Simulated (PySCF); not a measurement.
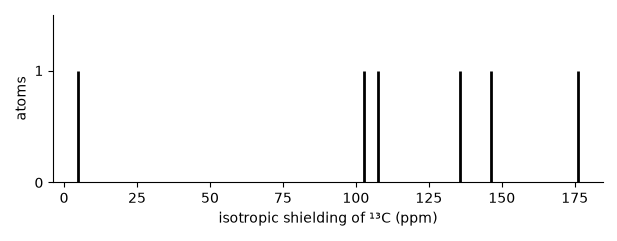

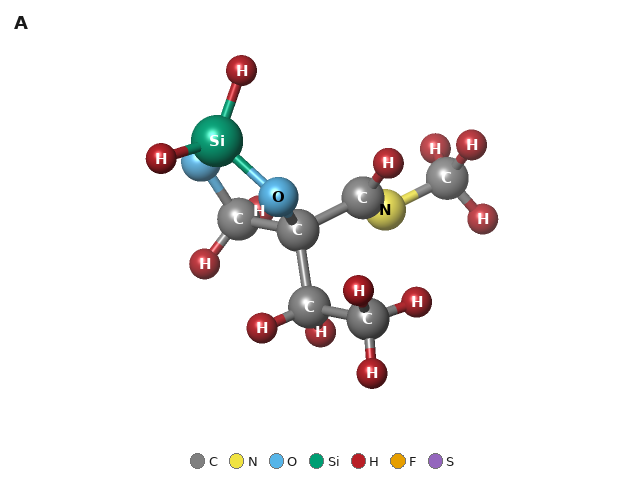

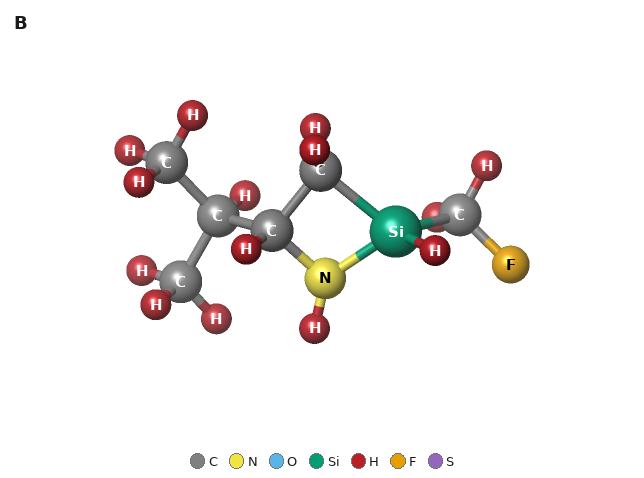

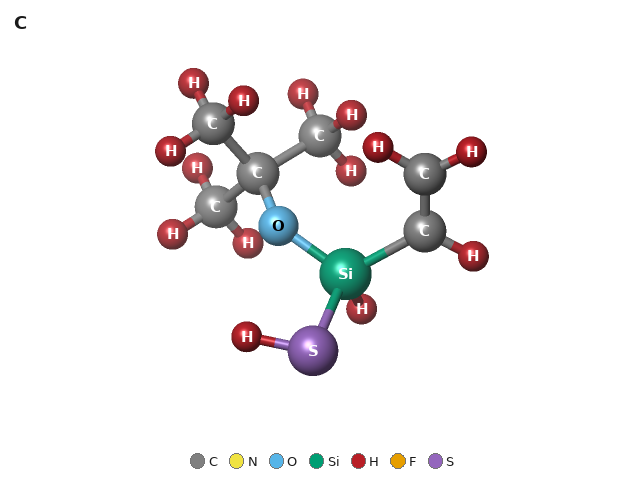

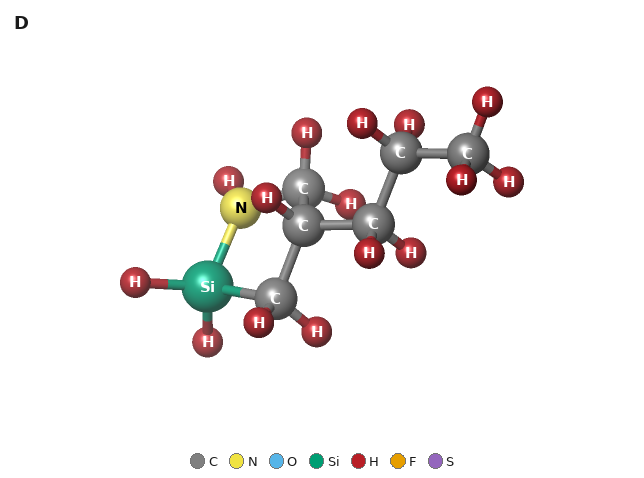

The sticks are computed shieldings of one of the molecules, for one fixed geometry (GFN2-xTB) without averaging over rotations. Low shielding means a high chemical shift. Method: GIAO PBE0/pcSseg-1 NMR shielding, non-relativistic, gas phase (PySCF 2.14.0).

Match the spectrum to a structure.

Answer. A, `CC[C@@]1(/C=N/C)CO[SiH2]O1`. Its 6 C atoms give lines at 4.8, 102.7, 107.5, 135.7, 146.3, 176.0 ppm.

The geometry is semi-empirical. Around Si such bond lengths and angles can be off by a tenth of an ångström or more and by several degrees, and values that hang on the shape move with them.
